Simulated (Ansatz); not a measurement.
# HNOP (SMILES [N]=PO) (doublet): what the fields show

The calculation's input:

```
crystal:
  periodic: [false, false, false]
  atoms:
    - {symbol: "N", position_ang: [-1.263642, -1.484010, -1.575162]}
    - {symbol: O, position_ang: [-0.777658, 1.060987, -1.682437]}
    - {symbol: P, position_ang: [-1.547172, -0.124583, -0.881933]}
    - {symbol: H, position_ang: [-0.939535, 1.916666, -1.269010]}
basis:
  gaussian:
    orbitals: def2-TZVPD
magnetization:
  spin_polarized: true
  initial_magnetization: 1
hamiltonian:
  xc: {name: PBE0}
output:
  forces: true
  orbitals: {seedname: orbitals}
```

Launched as:

```sh
ansatz run input.yaml --threads 2 --pin off --max-ram 4350MiB --events-out events.jsonl --progress --plain --runs-dir runs
```

Geometry: PBE0-D4/def2-TZVP.

Method: isolated molecule in a Gaussian basis; Kohn-Sham density functional theory, functional PBE0 (Ansatz).

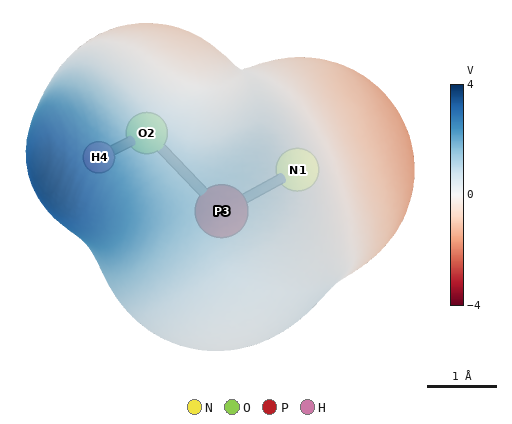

Figure 1. The electrostatic potential painted on the density surface at 0.002 e/bohr³, seen at a tilt; red is negative and blue positive.

Describe the electrostatic potential map.

The most negative region (about −1.7 V) lies over N1, the most positive (about +3.6 V) over H4. N1 is the likeliest acceptor of a hydrogen bond.

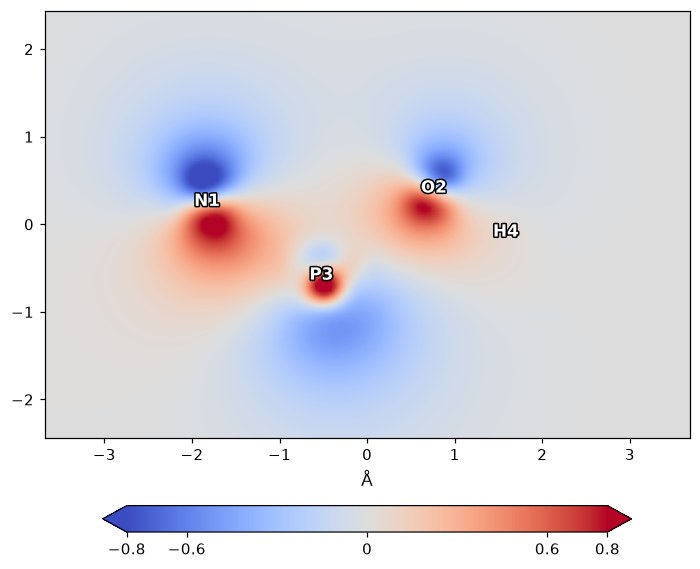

Figure 2. One frontier orbital on the molecular plane (values in Å⁻³ᐟ²; the overall sign is arbitrary).

Which orbital is it: HOMO (α) or LUMO (α)?

The HOMO (α), at −8.33 eV. By Hirshfeld shares it lies mainly on P3 (about 50 %), N1 (about 35 %) and O2 (about 15 %); it is symmetric in the molecular plane (an in-plane orbital: σ, lone-pair or in-plane π type).

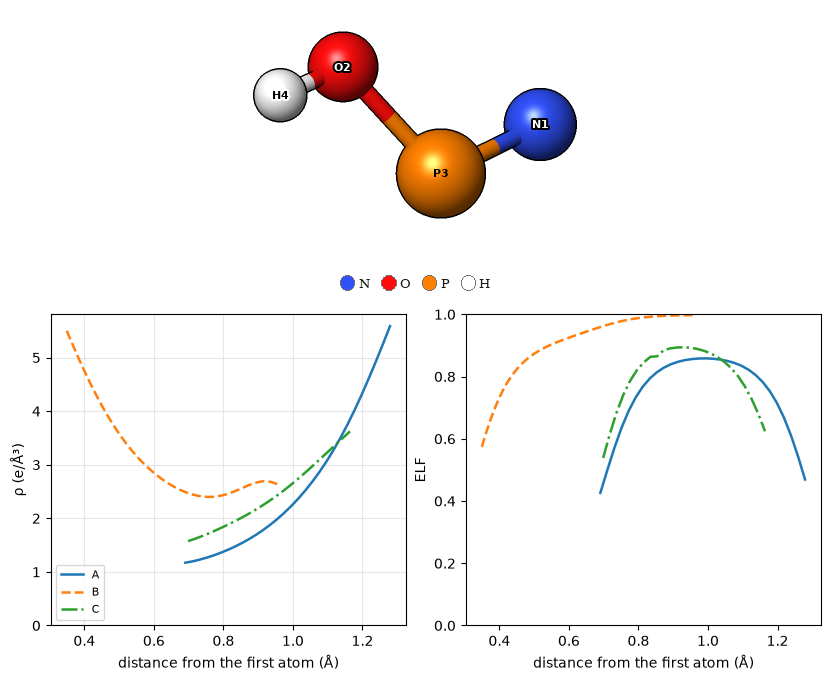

Figure 3. Electron density and electron localisation function along straight lines between neighbouring atoms. The curves leave out the atomic cores. The structure is drawn too.

Which curve belongs to which contact (O–H, P–N and P–O)? The first atom named is at distance zero.

Curve A: P–O (1.62 Å): ρ at the midpoint is about 1.4 e/Å³; the ELF peaks at about 0.85 between the atoms: a polar covalent bond. Curve B: O–H (0.96 Å): ρ at the midpoint is about 3.8 e/Å³; the ELF climbs to about 1 towards the hydrogen, as it does in any bond to H (a covalent bond by its length). Curve C: P–N (1.55 Å): ρ is about 1.8 e/Å³ halfway; the ELF peaks at about 0.90 between the atoms: a short, strongly polar bond.

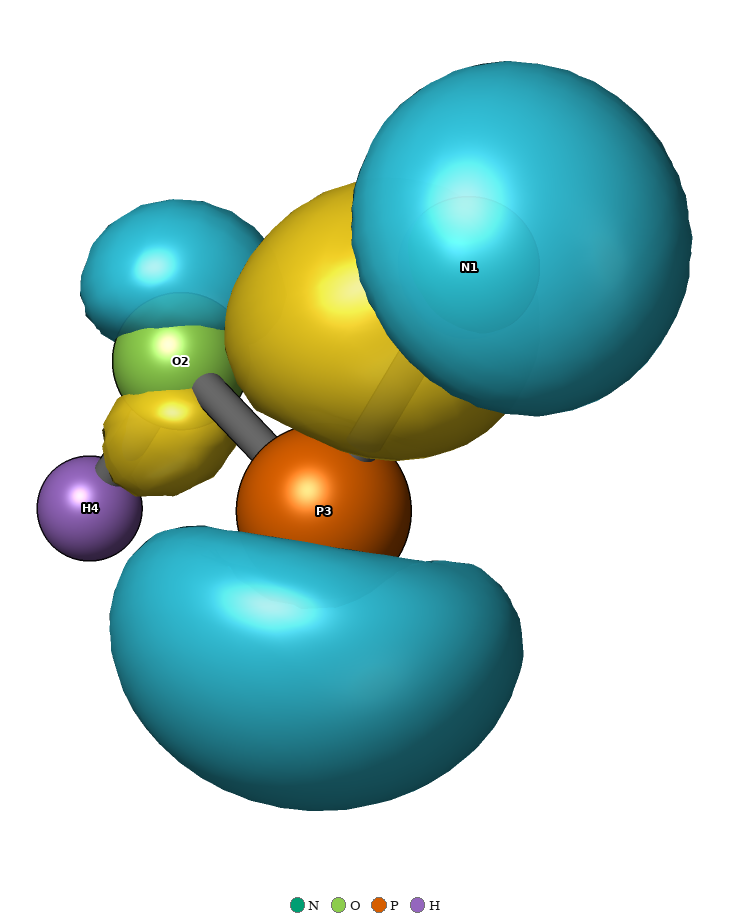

Figure 4. The HOMO−1 (β) at ±0.2 Å⁻³ᐟ² (yellow and cyan are the two phases), seen at an oblique angle.

What is the character of this orbital?

By Hirshfeld shares it lies mainly on N1 (about 45 %), P3 (about 45 %) and O2 (about 10 %); it is symmetric in the molecular plane (an in-plane orbital: σ, lone-pair or in-plane π type). Its energy is −8.53 eV.
